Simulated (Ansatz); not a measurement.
**CH4AlNO (SMILES C1[NH][AlH][O]1), step by step**

We compute a series of 18 runs (HF/STO-3G, UHF/STO-3G, HF/3-21G, UHF/3-21G, HF/6-31G*, UHF/6-31G*, B3LYP/6-31G*, PBE/def2-SVP, and more) of CH4AlNO. 

The results are computed with Ansatz 0.2.0.

## (1) Starting point

CH4AlNO has 8 atoms, charge 0, and is taken as a singlet. SMILES: `C1[NH][AlH][O]1`. Geometry: relaxed at PBE0-D4/def2-TZVP. The run starts from this shape.

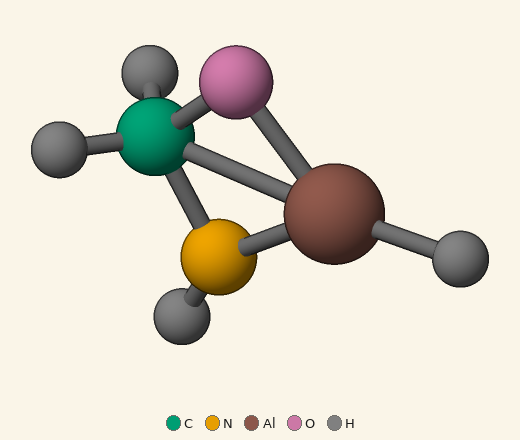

Viewed from a chosen angle; carbon teal, nitrogen amber, aluminium brown, oxygen pink, hydrogen grey.

## (2) A geometry optimisation at HF/STO-3G (start density atoms) (run 1)

The input, in.yaml:

```yaml
crystal:
  periodic: [false, false, false]
  atoms:
    - {symbol: C, position_ang: [-0.254000, 0.762000, -0.440000]}
    - {symbol: "N", position_ang: [0.576900, 0.253100, 0.654700]}
    - {symbol: Al, position_ang: [0.036100, -1.359500, 0.209100]}
    - {symbol: O, position_ang: [-0.820500, -0.429100, -0.975000]}
    - {symbol: H, position_ang: [0.332400, 1.276900, -1.213500]}
    - {symbol: H, position_ang: [-1.052500, 1.431000, -0.090700]}
    - {symbol: H, position_ang: [1.107700, 0.887000, 1.221500]}
    - {symbol: H, position_ang: [0.166000, -2.878600, 0.578000]}
basis:
  gaussian:
    orbitals: STO-3G
output: {orbitals: {seedname: orbitals}}
total_charge: 0
hamiltonian:
  xc: hf
relax:
  f_tol: 0.002
```

The run is started by

```sh
$ ansatz run in.yaml --threads 1 --pin off --max-ram 3480MiB --events-out events.jsonl --progress --plain --runs-dir runs
```

Output (excerpt; [...] marks lines left out):

```text
Warning: RAYON_NUM_THREADS=1 ignored (pool sized by the plan → 1); use --threads N
[...]
Functional definition: HF
  name "HF"
[...]
409 factors; integrals over basis functions are off by at most 1.3e-5 eV
[...]
mean field -11057.81835604 eV, -406.3673293262 hartree, gradient 5.0e-5 eV, S^2 0.000000; 0 other end points of the search recorded, 0 dependent functions left out
[...]
reference -11057.81835604 eV, -406.3673293262 hartree; 19, 19 occupied and 9, 9 virtual orbitals, 409 factors
relax step   1: F+E_penalty+E_count = -11057.81835604 eV  Δ(F+E_penalty+E_count) = +0.000e0 eV  max|allowed force component| = 2.830e0 eV/Å  Δτ_max = 0.0000 Å  (28 SCF iters, accepted)
[...]
relax step   5: F+E_penalty+E_count = -11058.06035171 eV  Δ(F+E_penalty+E_count) = -1.981e-5 eV  max|allowed force component| = 5.375e-3 eV/Å  Δτ_max = 0.0008 Å  (25 SCF iters, accepted)
[...]
relax step   6: F+E_penalty+E_count = -11058.06035428 eV  Δ(F+E_penalty+E_count) = -2.566e-6 eV  max|allowed force component| = 1.646e-3 eV/Å  Δτ_max = 0.0003 Å  (25 SCF iters, accepted)
409 factors; integrals over basis functions are off by at most 1.5e-5 eV
mean field -11058.06035428 eV, -406.3762225971 hartree, gradient 2.6e-5 eV, S^2 0.000000; 1 other end points of the search recorded, 0 dependent functions left out
[...]
reference -11058.06035428 eV, -406.3762225971 hartree; 19, 19 occupied and 9, 9 virtual orbitals, 409 factors
Total energy: -11058.06035428 eV, -406.3762225971 hartree
Atom 0 at    -0.259957     0.762766    -0.447424 Å, force     0.000147    -0.000284    -0.000536 eV/Å
Atom 1 at     0.563355     0.201255     0.645110 Å, force     0.000524    -0.001233     0.001007 eV/Å
Atom 2 at     0.035754    -1.362541     0.209137 Å, force    -0.000540    -0.001596    -0.000744 eV/Å
Atom 3 at    -0.817125    -0.466360    -0.965737 Å, force    -0.000763     0.001159    -0.000650 eV/Å
Atom 4 at     0.323963     1.300209    -1.213499 Å, force     0.000347     0.000300     0.000089 eV/Å
Atom 5 at    -1.047657     1.453026    -0.101379 Å, force     0.000016     0.000199     0.000461 eV/Å
Atom 6 at     1.109118     0.826302     1.231660 Å, force    -0.000273     0.001646    -0.000402 eV/Å
Atom 7 at     0.184649    -2.771857     0.586231 Å, force     0.000541    -0.000190     0.000776 eV/Å
Dipole moment:     0.214916    -0.274227     0.302494 e Å
```

It took 9.9 s on 1 thread of Arm Neoverse N1, shared host; peak memory 0.12 GiB.

The path in brief:

```tsv
step	energy from the first frame kept (eV)	largest force (eV/Å)
1	0.0000	3.0701
2	-0.2181	1.7647
3	-0.2407	0.3962
4	-0.2420	0.0304
5	-0.2420	0.0074
6	-0.2420	0.0018
```

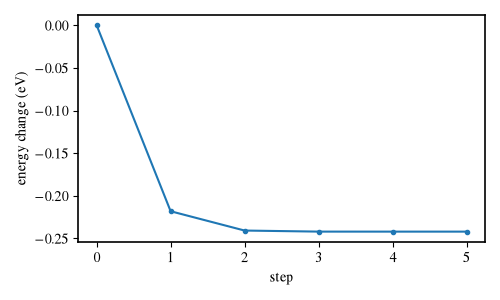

Energy along the run.

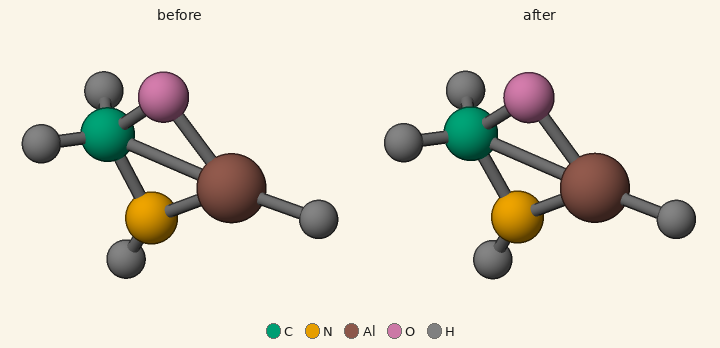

Before and after, at one scale.

After the run. Bond lengths: C1–N2 1.479 Å, N2–Al3 1.707 Å, C1–O4 1.446 Å, Al3–O4 1.706 Å, C1–H5 1.103 Å, C1–H6 1.103 Å, N2–H7 1.016 Å, Al3–H8 1.466 Å. Some angles: C1–N2–Al3 89.3°, N2–C1–O4 99.0°, N2–Al3–O4 81.3°, C1–O4–Al3 90.4°, C1–N2–H7 119.5°, Al3–N2–H7 151.3°, N2–C1–H5 113.8°, N2–C1–H6 113.8°, O4–C1–H5 111.7°, O4–C1–H6 111.7°.

## (3) The harmonic vibrations at HF/STO-3G (start density atoms) (run 2)

The input, molecule.yaml:

```yaml
basis:
  gaussian:
    orbitals: STO-3G
crystal:
  periodic: [false, false, false]
  atoms:
    - {symbol: C, position_ang: [-0.259957, 0.762766, -0.447424]}
    - {symbol: "N", position_ang: [0.563355, 0.201255, 0.645110]}
    - {symbol: Al, position_ang: [0.035754, -1.362541, 0.209137]}
    - {symbol: O, position_ang: [-0.817125, -0.466360, -0.965737]}
    - {symbol: H, position_ang: [0.323963, 1.300209, -1.213499]}
    - {symbol: H, position_ang: [-1.047657, 1.453026, -0.101379]}
    - {symbol: H, position_ang: [1.109118, 0.826302, 1.231660]}
    - {symbol: H, position_ang: [0.184649, -2.771857, 0.586231]}
total_charge: 0
hamiltonian:
  xc: hf
phonons:
  temperatures: {t_min: 298.15, t_max: 298.15, t_step: 1}
```

The run is started by

```sh
$ ansatz run molecule.yaml --threads 1 --pin off --max-ram 3480MiB --events-out events.jsonl --progress --plain --runs-dir runs
```

Output (excerpt; [...] marks lines left out):

```text
Warning: RAYON_NUM_THREADS=1 ignored (pool sized by the plan → 1); use --threads N
[... 2 set-up lines as earlier in the session ...]
[...]
411 factors; integrals over basis functions are off by at most 1.3e-5 eV
[...]
mean field -11058.06036680 eV, -406.3762230572 hartree, gradient 4.5e-5 eV, S^2 0.000000; 0 other end points of the search recorded, 0 dependent functions left out
[...]
reference -11058.06036680 eV, -406.3762230572 hartree; 19, 19 occupied and 9, 9 virtual orbitals, 411 factors
[...]
411 factors; integrals over basis functions are off by at most 1.3e-5 eV
[...]
mean field -11058.06014836 eV, -406.3762150300 hartree, gradient 1.7e-6 eV, S^2 0.000000; 0 other end points of the search recorded, 0 dependent functions left out
[...]
reference -11058.06014836 eV, -406.3762150300 hartree; 19, 19 occupied and 9, 9 virtual orbitals, 411 factors
[...]
411 factors; integrals over basis functions are off by at most 1.3e-5 eV
[...]
Total energy: -11058.06036680 eV, -406.3762230572 hartree
Atom 0 at    -0.259957     0.762766    -0.447424 Å, force     0.000159    -0.000312    -0.000508 eV/Å
Atom 1 at     0.563355     0.201255     0.645110 Å, force     0.000487    -0.001284     0.000972 eV/Å
Atom 2 at     0.035754    -1.362541     0.209137 Å, force    -0.000543    -0.001519    -0.000754 eV/Å
Atom 3 at    -0.817125    -0.466360    -0.965737 Å, force    -0.000736     0.001140    -0.000617 eV/Å
Atom 4 at     0.323963     1.300209    -1.213499 Å, force     0.000355     0.000320     0.000070 eV/Å
Atom 5 at    -1.047657     1.453026    -0.101379 Å, force     0.000008     0.000213     0.000463 eV/Å
Atom 6 at     1.109118     0.826302     1.231660 Å, force    -0.000274     0.001652    -0.000405 eV/Å
Atom 7 at     0.184649    -2.771857     0.586231 Å, force     0.000544    -0.000209     0.000780 eV/Å
Dipole moment:     0.214916    -0.274228     0.302494 e Å
Vibrations: 181.77 349.82 605.33 696.83 724.67 936.87 1083.00 1204.36 1254.49 1254.85 1344.42 1475.33 1636.34 1881.15 2752.88 3484.69 3587.27 4099.52 cm⁻¹, zero-point energy 1.770097 eV
```

Wall time 30 s (1 thread of Arm Neoverse N1, shared host); peak memory 0.081 GiB.

Runs 3 to 6 aren't shown in full; the table further down has their settings and results.

## (4) The doublet cation: the energy at UHF/3-21G (start density atoms) (run 7)

The input, input.yaml:

```yaml
crystal:
  periodic: [false, false, false]
  atoms:
    - symbol: C
      position_ang: [-0.264529, 0.804835, -0.458905]
    - symbol: "N"
      position_ang: [0.573882, 0.252478, 0.650797]
    - symbol: Al
      position_ang: [0.041459, -1.385007, 0.219219]
    - symbol: O
      position_ang: [-0.823594, -0.440276, -0.977230]
    - symbol: H
      position_ang: [0.320952, 1.306115, -1.217489]
    - symbol: H
      position_ang: [-1.050017, 1.458863, -0.105669]
    - symbol: H
      position_ang: [1.113092, 0.853512, 1.233115]
    - symbol: H
      position_ang: [0.180855, -2.907720, 0.600263]
basis:
  gaussian:
    orbitals: 3-21G.json
total_charge: 1
magnetization:
  spin_polarized: true
  initial_magnetization: 1
hamiltonian:
  xc: hf
```

The basis set 3-21G is read from a file made from the Basis Set Exchange's data (not shown).

The run is started by

```sh
$ ansatz run input.yaml --threads 1 --pin off --max-ram 3480MiB --events-out events.jsonl --progress --plain --runs-dir runs
```

Output:

```text
Warning: RAYON_NUM_THREADS=1 ignored (pool sized by the plan → 1); use --threads N
[... 2 set-up lines as earlier in the session ...]
  exchange = exact_x
  correlation = 0
570 factors; integrals over basis functions are off by at most 8.0e-4 eV
mean field evaluation 1: about -11120.2412 eV, gradient 3.8e1 eV
mean field evaluation 2: about -11120.5208 eV, gradient 3.8e1 eV
mean field evaluation 4: about -11126.7272 eV, gradient 4.0e0 eV
mean field evaluation 8: about -11127.1446 eV, gradient 4.5e-1 eV
mean field evaluation 16: about -11127.1475 eV, gradient 2.6e-5 eV
mean field evaluation 32: about -11121.0618 eV, gradient 2.9e1 eV
mean field -11127.14753114 eV, -408.9151295180 hartree, gradient 2.6e-5 eV, S^2 0.759618; 1 other end points of the search recorded, 0 dependent functions left out
reference -11127.14753114 eV, -408.9151295180 hartree; 19, 18 occupied and 29, 30 virtual orbitals, 570 factors
Total energy: -11127.14753114 eV, -408.9151295180 hartree
```

Run time: 1.3 s. Hardware: 1 thread of Arm Neoverse N1, shared host; peak memory 0.096 GiB.

Runs 8 to 17 aren't shown in full; the table further down has their settings and results.

## (5) Vibrational wavenumbers at MP2/6-31G(d) (Cartesian functions, start density atoms) (run 18)

The input, in.yaml:

```yaml
crystal:
  periodic: [false, false, false]
  atoms:
    - {symbol: C, position_ang: [-0.255070, 0.773489, -0.442957]}
    - {symbol: "N", position_ang: [0.580299, 0.257054, 0.658182]}
    - {symbol: Al, position_ang: [0.038490, -1.374318, 0.214012]}
    - {symbol: O, position_ang: [-0.832639, -0.430480, -0.989662]}
    - {symbol: H, position_ang: [0.332312, 1.283720, -1.217561]}
    - {symbol: H, position_ang: [-1.055305, 1.438321, -0.092259]}
    - {symbol: H, position_ang: [1.115704, 0.893474, 1.230817]}
    - {symbol: H, position_ang: [0.168310, -2.898460, 0.583526]}
basis:
  gaussian: {orbitals: "6-31G*"}
correlation: {method: mp2}
phonons: {temperatures: {t_min: 298.15, t_max: 298.15, t_step: 1}}
```

The run is started by

```sh
$ ansatz run in.yaml --threads 1 --pin off --max-ram 3480MiB --events-out events.jsonl --progress --plain --runs-dir runs
```

Output (excerpt; [...] marks lines left out):

```text
Warning: RAYON_NUM_THREADS=1 ignored (pool sized by the plan → 1); use --threads N
[... 2 set-up lines as earlier in the session ...]
[...]
772 factors; integrals over basis functions are off by at most 3.9e-4 eV
[...]
mean field -11195.72940862 eV, -411.4354670290 hartree, gradient 3.8e-6 eV, S^2 0.000000; 0 other end points of the search recorded, 0 dependent functions left out
8 core orbitals not correlated: weight in the atoms' cores, before any rotation towards them, 1.000 or more for the frozen orbitals, at most 0.000 for the correlated occupied ones
reference -11195.72940862 eV, -411.4354670290 hartree; 11, 11 occupied and 53, 53 virtual orbitals, 772 factors
second order -14.28330258 eV of doubles, -0.00000000 eV of singles
[...]
772 factors; integrals over basis functions are off by at most 3.9e-4 eV
[...]
Atom 0 at    -0.255070     0.773489    -0.442957 Å, force    -0.000665     0.000412     0.000505 eV/Å
Atom 1 at     0.580299     0.257054     0.658182 Å, force     0.000433    -0.000063    -0.000094 eV/Å
Atom 2 at     0.038490    -1.374318     0.214012 Å, force    -0.000175    -0.000051     0.000347 eV/Å
Atom 3 at    -0.832639    -0.430480    -0.989662 Å, force     0.000419    -0.000016    -0.000281 eV/Å
Atom 4 at     0.332312     1.283720    -1.217561 Å, force     0.000013    -0.000186    -0.000112 eV/Å
Atom 5 at    -1.055305     1.438321    -0.092259 Å, force    -0.000024     0.000079    -0.000179 eV/Å
Atom 6 at     1.115704     0.893474     1.230817 Å, force    -0.000033    -0.000188    -0.000098 eV/Å
Atom 7 at     0.168310    -2.898460     0.583526 Å, force     0.000032     0.000013    -0.000088 eV/Å
Dipole moment:     0.278240     0.053970     0.335474 e Å
Vibrations: 223.57 336.43 495.15 571.05 598.33 745.54 904.89 994.63 1020.40 1147.65 1187.05 1226.42 1400.97 1608.01 2047.06 3069.19 3119.96 3690.27 cm⁻¹, zero-point energy 1.511776 eV
Checks for a lower state left out: cluster_reference
```

Run time: 2.4 min. Hardware: 1 thread of Arm Neoverse N1, shared host; peak memory 0.14 GiB.

## (6) Overview of the runs

```tsv
run	level	task	walk f tol	partner	energy (Eh)	dipole moment (D)	wall time
1	HF/STO-3G (start density atoms)	optimise	0.002	base	-406.376223	2.22	9.9 s
2	HF/STO-3G (start density atoms)	frequencies	–	base	-406.376223	2.22	30 s
3	UHF/STO-3G (start density atoms)	energy	–	cation	-406.200635	–	0.48 s
4	UHF/STO-3G (start density atoms)	optimise	–	cation	-406.226982	–	15 s
5	HF/3-21G (start density atoms)	optimise	0.002	base	-409.192901	2.48	10 s
6	HF/3-21G (start density atoms)	frequencies	–	base	-409.192901	2.48	32 s
7	UHF/3-21G (start density atoms)	energy	–	cation	-408.915130	–	1.3 s
8	UHF/3-21G (start density atoms)	optimise	–	cation	-408.937139	–	15 s
9	HF/6-31G* (Cartesian functions, start density atoms)	optimise	0.002	base	-411.437328	2.18	17 s
10	HF/6-31G* (Cartesian functions, start density atoms)	frequencies	–	base	-411.437328	2.18	78 s
11	UHF/6-31G* (Cartesian functions, start density atoms)	energy	–	cation	-411.153238	–	3.6 s
12	UHF/6-31G* (Cartesian functions, start density atoms)	optimise	–	cation	-411.174178	–	30 s
13	B3LYP/6-31G* (Cartesian functions, start density atoms)	optimise	0.002	base	-412.947380	2.01	33 s
14	B3LYP/6-31G* (Cartesian functions, start density atoms)	frequencies	–	base	-412.947380	2.01	2.5 min
15	PBE/def2-SVP (start density atoms)	optimise	0.002	base	-412.405442	1.95	31 s
16	PBE/def2-SVP (start density atoms)	frequencies	–	base	-412.405442	1.95	1.7 min
17	MP2/6-31G* (Cartesian functions, start density atoms)	optimise	0.002	base	-411.960369	2.11	31 s
18	MP2/6-31G* (Cartesian functions, start density atoms)	frequencies	–	base	-411.960369	2.11	2.4 min
```

## (7) Summary of results

| quantity | value |
| --- | --- |
| run 18, MP2/6-31G*: total energy | -411.96037 Eh |
| run 18, MP2/6-31G*: dipole moment (correlated density) | 2.11 D |
| run 18, MP2/6-31G*: correlation energy (8 core orbitals frozen) | -524.9 mEh |
| run 18, MP2/6-31G*: largest force on an atom | 0.001 eV/Å |
| run 18, MP2/6-31G*: lowest harmonic wavenumber | 224 cm⁻¹ |
| run 18, MP2/6-31G*: highest harmonic wavenumber | 3690 cm⁻¹ |
| run 18, MP2/6-31G*: zero-point energy | 145.9 kJ/mol |
| vertical ionisation energy (to the doublet cation), HF/STO-3G | 4.778 eV |
| vertical ionisation energy (to the doublet cation), HF/3-21G | 7.559 eV |
| vertical ionisation energy (to the doublet cation), HF/6-31G* | 7.730 eV |
| adiabatic ionisation energy (to the doublet cation, no zero-point term), HF/STO-3G | 4.061 eV |
| adiabatic ionisation energy (to the doublet cation, no zero-point term), HF/3-21G | 6.960 eV |
| adiabatic ionisation energy (to the doublet cation, no zero-point term), HF/6-31G* | 7.161 eV |

**Reading.** At HF/STO-3G: the vertical ionisation energy comes to 4.78 eV (110 kcal/mol). In a minimal basis such a difference can be off by several eV, whatever the method. At HF/3-21G: removing an electron at fixed nuclei costs 7.56 eV (174 kcal/mol). At HF/6-31G*: removing an electron at fixed nuclei costs 7.73 eV (746 kJ/mol). At HF/STO-3G: the adiabatic ionisation energy (to the doublet cation, no zero-point term) is 4.06 eV (392 kJ/mol). At HF/3-21G: the adiabatic ionisation energy (to the doublet cation, no zero-point term) is 6.96 eV (672 kJ/mol). Totals of different functionals can't be ranked against each other. In runs 1, 2, 3, 4 the basis is minimal, so the values are rough. All runs together took 12 min, the longest 2.5 min.
